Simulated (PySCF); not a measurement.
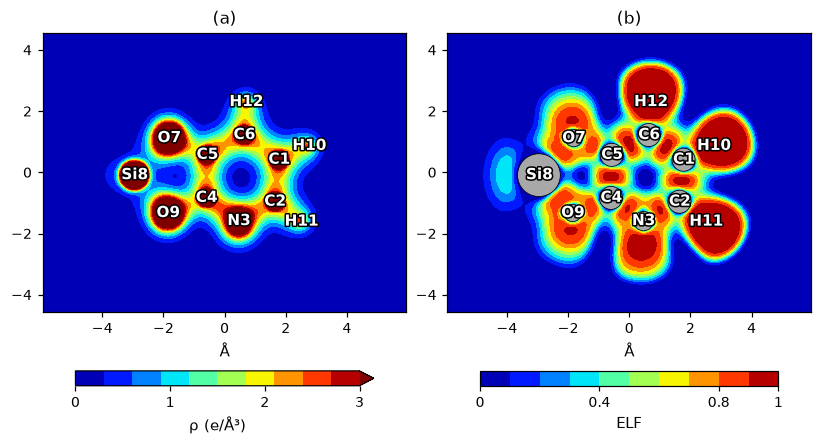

The picture shows: C5H5NO2Si (SMILES c1cnc2c(c1)O[SiH2]O2). (a) electron density; (b) electron localisation function on the plane of atoms C4, C5 and C6. Grey discs cover the atomic cores in the ELF map.

Geometry: GFN2-xTB.

Computed with PBE0/pcSseg-1, SCF density, gas phase, non-relativistic in PySCF 2.14.0.

| atom | x (Å) | y (Å) | z (Å) |
| --- | --- | --- | --- |
| C | -2.1271 | 0.3249 | 0.0228 |
| C | -1.9254 | -0.9799 | -0.3763 |
| N | -0.7220 | -1.5415 | -0.5077 |
| C | 0.3031 | -0.7802 | -0.2335 |
| C | 0.2107 | 0.5611 | 0.1808 |
| C | -1.0278 | 1.1363 | 0.3154 |
| O | 1.4244 | 1.1270 | 0.4012 |
| Si | 2.6170 | 0.0132 | 0.0967 |
| O | 1.5775 | -1.2085 | -0.3207 |
| H | -3.1266 | 0.7195 | 0.1113 |
| H | -2.7541 | -1.6330 | -0.6085 |
| H | -1.1411 | 2.1619 | 0.6304 |
| H | 3.3862 | 0.4220 | -1.0633 |
| H | 3.3045 | -0.3233 | 1.3292 |

**Read the bonding off the picture.**

The plane passes through C, N, O, Si and H nuclei.
C–N (1.31 Å): ρ at the midpoint is about 2.6 e/Å³; the ELF peaks at about 0.90 between the atoms (a covalent bond).
C–O (1.35 Å): the density is about 2.4 e/Å³ at the midpoint, with its minimum of 2 e/Å³ about 0.5 Å from C; the ELF peaks at about 0.90 between the atoms, as expected for a shared but strongly polarised pair.
C–C (1.37 Å): ρ at the midpoint is about 2.1 e/Å³; the ELF peaks at about 0.95 between the atoms; a covalent bond.
Si–O (1.66 Å): ρ at the midpoint is about 1.1 e/Å³; the ELF peaks at about 0.90 between the atoms, as expected for a shared but strongly polarised pair.
C–H (1.08 Å): ρ at the midpoint is about 2 e/Å³; the ELF climbs to about 1 towards the hydrogen, as it does in any bond to H (an ordinary covalent bond to hydrogen).
The ELF also peaks beside N3, O9 and O7, away from the bonds: lone-pair regions.
